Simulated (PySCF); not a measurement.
Al(F)(Me)(nBu), C5H12AlF, SMILES CCC[CH2][Al]([CH3])[F] at its GFN2-xTB optimised geometry (Å):

```
19

Al     1.1628    -1.2052     0.0000
F      0.4345    -2.6955    -0.0031
C      3.1507    -1.2052     0.0000
H      3.5857    -0.2068     0.0703
H      3.5492    -1.6707    -0.9067
H      3.5393    -1.7926     0.8377
C     -0.1004     0.3532     0.0000
C     -1.5409    -0.1481    -0.1920
C     -2.5951     0.9547    -0.0675
C     -2.5280     1.9759    -1.1977
H     -0.0421     0.9220     0.9370
H      0.1547     1.0705    -0.7876
H     -1.6330    -0.6236    -1.1734
H     -1.7530    -0.9188     0.5566
H     -3.5857     0.4926    -0.0691
H     -2.4713     1.4662     0.8905
H     -2.6173     1.4811    -2.1628
H     -1.5889     2.5233    -1.1771
H     -3.3388     2.6955    -1.1057
```

Calculation: B3LYP/def2-SVP in PySCF.

Map of the deformation density (molecule minus spherical neutral atoms) (e/bohr³) on the plane z = 1.0 Å:

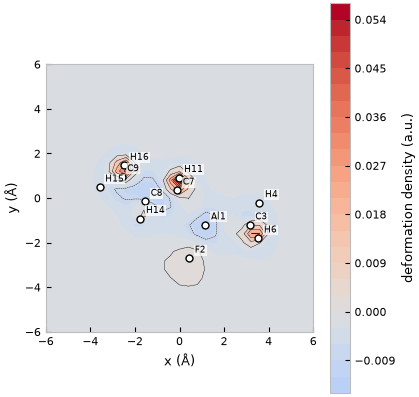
Fig. 1. Deformation density (molecule minus spherical neutral atoms) (e/bohr³) on the plane z = 1.0 Å.
